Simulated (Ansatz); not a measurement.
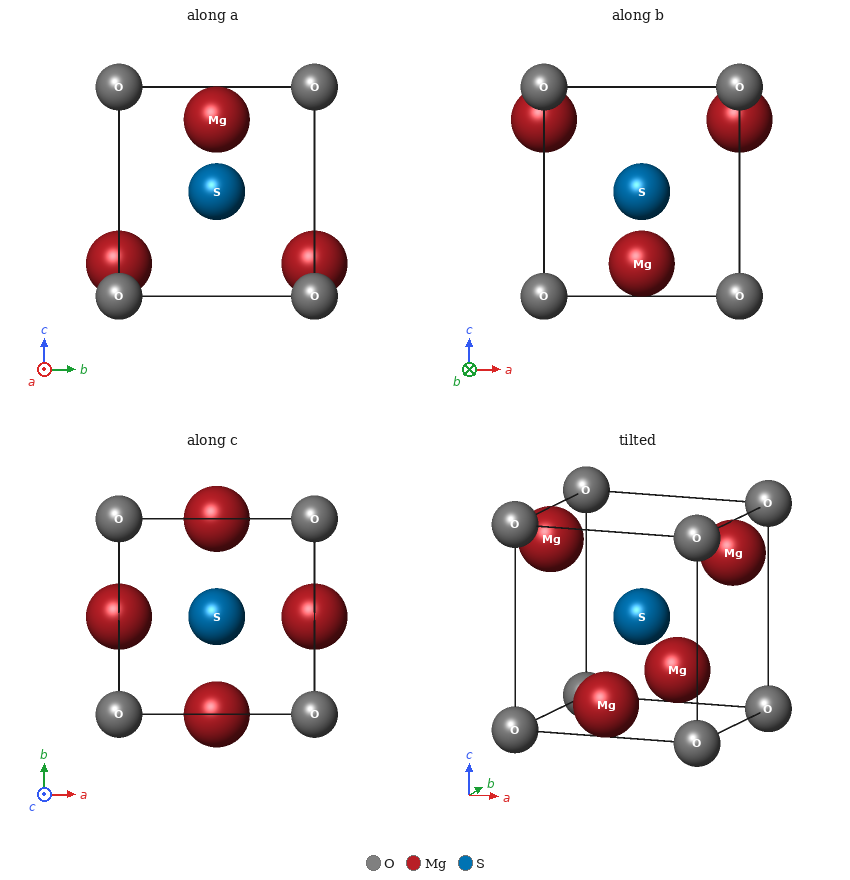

Structure drawing (spheres-only), viewed along the a axis, along the b axis, along the c axis and slightly off an axis. The parallelepiped is the conventional unit cell.

Lattice parameters: a = 3.887 Å, b = 3.887 Å, c = 4.158 Å, α = 90.00°, β = 90.00°, γ = 90.00°. Put a along x and b in the xy plane.

Transcribe the picture into a POSCAR file, with free fractional coordinates to two decimals.

Answer.
```
O Mg S
1.0
     3.887    0.000    0.000
     0.000    3.887    0.000
     0.000    0.000    4.158
O Mg S
1 2 1
Direct
  0.00 0.00 0.00
  0.00 0.50 0.84
  0.50 0.00 0.16
  0.50 0.50 0.50
```

Its origin is a structure type filled with these elements by a generator (whether the compound takes this form wasn't checked). The cell was then strained or its atoms displaced on purpose. It was run through Ansatz as a DFT input.
